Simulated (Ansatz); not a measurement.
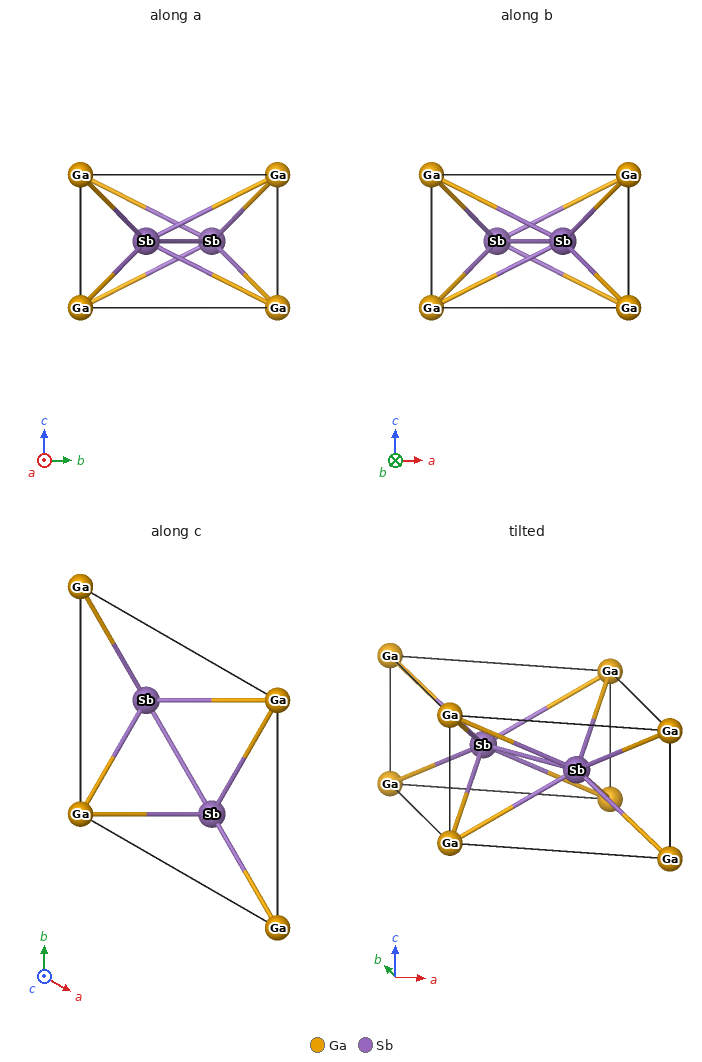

Shown here is a ball-and-stick view of the crystal, taken along the a axis, along the b axis, along the c axis and slightly off an axis. The outline marks the conventional unit cell.

Lattice parameters: a = 5.3906 Å, b = 5.3906 Å, c = 3.1512 Å, α = 90.000°, β = 90.000°, γ = 120.000°.

> Record the structure as a CIF with its space group and independent sites.

```cif
data_structure
_symmetry_space_group_name_H-M 'P 6/m m m'
_symmetry_Int_Tables_number 191
_cell_length_a 5.3906
_cell_length_b 5.3906
_cell_length_c 3.1512
_cell_angle_alpha 90.000
_cell_angle_beta 90.000
_cell_angle_gamma 120.000
_cell_volume 79.30
loop_
_atom_site_label
_atom_site_type_symbol
_atom_site_symmetry_multiplicity
_atom_site_Wyckoff_symbol
_atom_site_fract_x
_atom_site_fract_y
_atom_site_fract_z
_atom_site_occupancy
Ga1 Ga 1 a 0.0000 0.0000 0.0000 1
Sb1 Sb 2 d 0.3333 0.6667 0.5000 1
```

The cell started as a structure type filled with these elements by a generator (whether the compound takes this form wasn't checked). What is shown is the relaxed result from Ansatz, DFT PBE, scalar-relativistic, plane waves, PAW.
